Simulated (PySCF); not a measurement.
# AlH2F (SMILES [H][Al]([H])[F]): wB97X-V/STO-3G

What is the vertical singlet–triplet gap of AlH2F at wB97X-V/STO-3G? Input form: a Python script.

The calculation is run with PySCF 2.14.0.

21 further runs of the same task are left out: 3 that didn't finish, 18 set aside as unsound or not needed.

### Step 1. The molecule

The species is AlH2F (4 atoms), meant as a singlet with charge 0. SMILES: `[H][Al]([H])[F]`. The shape comes from GFN2-xTB, which is rough for such elements, and wasn't checked as a minimum.

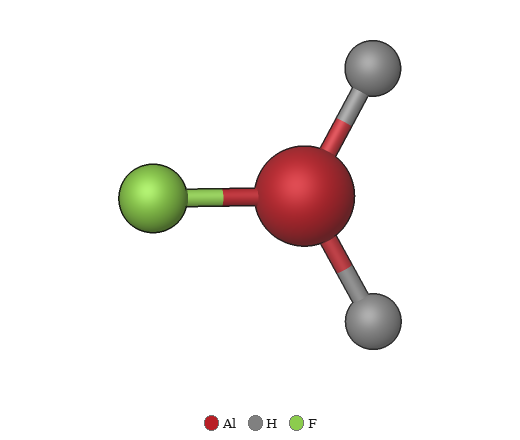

The structure, seen from a chosen angle (aluminium red, hydrogen grey, fluorine green).

### Step 2. The energy at wB97X-V/STO-3G

Contents of job.py:

```python
from pyscf import gto, dft

mol = gto.M(
    atom='Al 0.019600 0.032680 0.000940; H 1.546910 -0.017870 0.014080; H -0.738990 1.358820 -0.019420; F -0.827520 -1.373630 0.004400',
    max_memory=1860,
    verbose=4,
    spin=0,
    basis='sto-3g',
)

mf = dft.RKS(mol, xc='wb97x-v')
mf.grids.level = 5
mf.conv_tol = 1e-10
mf.nlcgrids.level = 1
mf.kernel()
if not mf.converged:
    mf = mf.newton().run(mf.mo_coeff, mf.mo_occ)

etot = mf.e_tot
print(f'total energy: {etot:.8f} hartree')
```

On the command line:

```sh
OMP_NUM_THREADS=1 python job.py
```

The log of the run:

```text
PySCF version 2.14.0

[INPUT] num. atoms = 4
[INPUT] num. electrons = 24
[INPUT] charge = 0
[INPUT] spin (= nelec alpha-beta = 2S) = 0
[INPUT] symmetry False subgroup None
[INPUT] Mole.unit = angstrom
[INPUT] Symbol           X                Y                Z      unit          X                Y                Z       unit  Magmom
[INPUT]  1 Al     0.019600000000   0.032680000000   0.000940000000 AA    0.037038632041   0.061756249751   0.001776342557 Bohr   0.0
[INPUT]  2 H      1.546910000000  -0.017870000000   0.014080000000 AA    2.923236239351  -0.033769405846   0.026607343834 Bohr   0.0
[INPUT]  3 H     -0.738990000000   1.358820000000  -0.019420000000 AA   -1.396488708792   2.567797652581  -0.036698481339 Bohr   0.0
[INPUT]  4 F     -0.827520000000  -1.373630000000   0.004400000000 AA   -1.563786162600  -2.595784496486   0.008314794948 Bohr   0.0

nuclear repulsion = 50.3982135964249
number of shells = 10
number of NR pGTOs = 48
number of NR cGTOs = 16
basis = sto-3g
ecp = {}

******** <class 'pyscf.dft.rks.RKS'> ********
method = RKS
initial guess = minao
damping factor = 0
level_shift factor = 0
DIIS = <class 'pyscf.scf.diis.CDIIS'>
diis_start_cycle = 1
diis_space = 8
diis_damp = 0
SCF conv_tol = 1e-10
SCF conv_tol_grad = None
SCF max_cycles = 50
direct_scf = True
direct_scf_tol = 1e-13
XC library pyscf.dft.libxc version 7.0.0
    S. Lehtola, C. Steigemann, M. J.T. Oliveira, and M. A.L. Marques.,  SoftwareX 7, 1–5 (2018)
XC functionals = wb97x-v
    N. Mardirossian and M. Head-Gordon.,  Phys. Chem. Chem. Phys. 16, 9904-9924 (2014)
radial grids:
    Treutler-Ahlrichs [JCP 102, 346 (1995); DOI:10.1063/1.469408] (M4) radial grids

becke partition: Becke, JCP 88, 2547 (1988); DOI:10.1063/1.454033
pruning grids: <function nwchem_prune>
grids dens level: 5
symmetrized grids: False
atomic radii adjust function: <function treutler_atomic_radii_adjust>
** Following is NLC and NLC Grids **
NLC functional = wb97x-v
radial grids:
    Treutler-Ahlrichs [JCP 102, 346 (1995); DOI:10.1063/1.469408] (M4) radial grids

becke partition: Becke, JCP 88, 2547 (1988); DOI:10.1063/1.454033
pruning grids: <function nwchem_prune>
grids dens level: 1
symmetrized grids: False
atomic radii adjust function: <function treutler_atomic_radii_adjust>
small_rho_cutoff = 0
Set gradient conv threshold to 1e-05
Initial guess from minao.
tot grids = 134008
tot grids = 16600
init E= -338.62351899034
  HOMO = -0.344050505105721  LUMO = 0.137967373542965  gap/eV = 13.11637
cycle= 1 E= -338.959983109604  delta_E= -0.336  |g|= 0.398  |ddm|= 1.98
  HOMO = -0.0762837786457347  LUMO = 0.250912801965408  gap/eV = 8.90347
cycle= 2 E= -339.007059877184  delta_E= -0.0471  |g|= 0.346  |ddm|= 1.23
  HOMO = -0.243096127631402  LUMO = 0.26749046659216  gap/eV = 13.89377
cycle= 3 E= -339.047076302667  delta_E= -0.04  |g|= 0.0172  |ddm|= 0.478
  HOMO = -0.248519974383756  LUMO = 0.276336779920335  gap/eV = 14.28208
cycle= 4 E= -339.047287399927  delta_E= -0.000211  |g|= 0.00343  |ddm|= 0.0447
  HOMO = -0.24906678811937  LUMO = 0.275056399210926  gap/eV = 14.26212
cycle= 5 E= -339.047294561893  delta_E= -7.16e-06  |g|= 0.00063  |ddm|= 0.00831
  HOMO = -0.2485532343163  LUMO = 0.274901111893602  gap/eV = 14.24392
cycle= 6 E= -339.047294880972  delta_E= -3.19e-07  |g|= 0.00022  |ddm|= 0.00155
  HOMO = -0.248495919767901  LUMO = 0.274861210578844  gap/eV = 14.24127
cycle= 7 E= -339.047294931277  delta_E= -5.03e-08  |g|= 3.48e-05  |ddm|= 0.000774
  HOMO = -0.248475894011986  LUMO = 0.27485971160873  gap/eV = 14.24069
cycle= 8 E= -339.047294932819  delta_E= -1.54e-09  |g|= 1.68e-06  |ddm|= 0.000165
  HOMO = -0.248477283452454  LUMO = 0.274859618838561  gap/eV = 14.24072
cycle= 9 E= -339.047294932821  delta_E= -1.76e-12  |g|= 4.99e-07  |ddm|= 5.35e-06
  HOMO = -0.248476768947573  LUMO = 0.274859512188973  gap/eV = 14.24071
Extra cycle  E= -339.047294932821  delta_E= 1.14e-13  |g|= 1.66e-07  |ddm|= 1.11e-06
converged SCF energy = -339.047294932821
total energy: -339.04729493 hartree
```

It took 11 s on 1 thread of Intel Xeon Platinum 8488C (Sapphire Rapids), shared host; peak memory 0.18 GiB.

### Step 3. The triplet, same level

Contents of input.py:

```python
from pyscf import gto, dft

mol = gto.M(
    atom='''
Al   0.019600   0.032680   0.000940
H    1.546910  -0.017870   0.014080
H   -0.738990   1.358820  -0.019420
F   -0.827520  -1.373630   0.004400
''',
    charge=0,
    verbose=3,
    spin=2,
    basis='sto-3g',
    max_memory=1860,
)

myscf = dft.UKS(mol)
myscf.xc = 'wb97x-v'
myscf.conv_tol = 1e-10
myscf.nlcgrids.level = 1
myscf.grids.level = 5
myscf.kernel()
if not myscf.converged:
    myscf = myscf.newton().run(myscf.mo_coeff, myscf.mo_occ)

e_tot = myscf.e_tot
print(f'total energy: {e_tot:.8f} hartree')
```

On the command line:

```sh
OMP_NUM_THREADS=1 python input.py
```

The log of the run:

```text
WARN: HOMO 0.137967373542966 >= LUMO -0.344050505105722

WARN: HOMO 0.0820978361921443 >= LUMO 0.0206646842141965

WARN: HOMO 0.0268268302428192 >= LUMO -0.0722038728714725

WARN: HOMO 0.0219347696316926 >= LUMO -0.0317532156906958

WARN: HOMO 0.0222507916437882 >= LUMO -0.0373999195422119

WARN: HOMO 0.0226463224146356 >= LUMO -0.0403140540504201

WARN: HOMO 0.0223649239463428 >= LUMO -0.0412179433533638

WARN: HOMO 0.0224517866322254 >= LUMO -0.040820806315057

WARN: HOMO 0.022418317355297 >= LUMO -0.0408716718757358

WARN: HOMO 0.022408124924542 >= LUMO -0.0409421005933807

WARN: HOMO 0.0224145705576411 >= LUMO -0.0409152252699301

WARN: HOMO 0.0224128432564136 >= LUMO -0.0409123769730226

WARN: HOMO 0.0224132981485219 >= LUMO -0.0409131841120245

WARN: HOMO 0.0224132139665792 >= LUMO -0.0409129649022754

converged SCF energy = -338.756348576216  <S^2> = 2.0031391  2S+1 = 3.002092
total energy: -338.75634858 hartree
```

It took 17 s on 1 thread of Intel Xeon Platinum 8488C (Sapphire Rapids), shared host; peak memory 0.19 GiB.

### Step 4. Outcome

Level: wB97X-V/STO-3G.

```
                                        quantity          value
                           singlet: total energy  -339.04729 Eh
                          singlet: dipole moment         0.17 D
                            singlet: HOMO energy       -6.76 eV
                            singlet: LUMO energy        7.48 eV
                          singlet: HOMO–LUMO gap       14.24 eV
                           triplet: total energy  -338.75635 Eh
                          triplet: dipole moment         0.85 D
     triplet: HOMO energy (highest over α and β)        0.61 eV
                                   triplet: ⟨S²⟩          2.003
vertical energy of the triplet above the singlet       7.917 eV
```

**Reading.** At this shape the triplet lies 7.92 eV (764 kJ/mol) above the singlet. In a minimal basis such a difference can be off by several eV, whatever the method. Mulliken charges (singlet) run from -0.28 on F4 to +0.79 on Al1; they depend strongly on the basis. Mulliken charges (triplet) run from -0.13 on H3 to +0.34 on Al1.
